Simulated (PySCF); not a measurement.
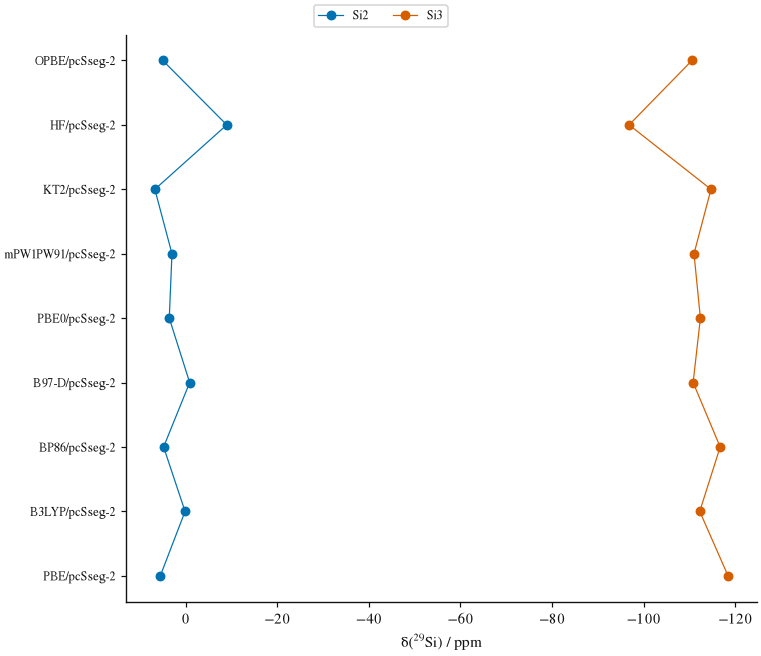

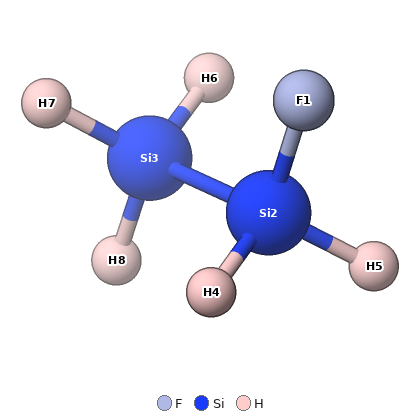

GIAO ²⁹Si shifts of Si₂H₅F, SMILES F[SiH2][SiH3] at several levels, one geometry, PySCF 2.14.0, at a PBE0-D3(BJ)/def2-SVP geometry (no frequency check); values of one conformer, averaged over methyl-type rotors and exact or near symmetry; each against TMS at the same level.

Which of the plotted signals depends most on the level, and by how much?

That of Si3: from −118.4 ppm (PBE/pcSseg-2) to −96.8 ppm (HF/pcSseg-2), a spread of 21.6 ppm. The steadiest, Si2, moves by 15.7 ppm.

Do all levels give the signals in the same order?

Yes, the order of the signals is the same at every level.
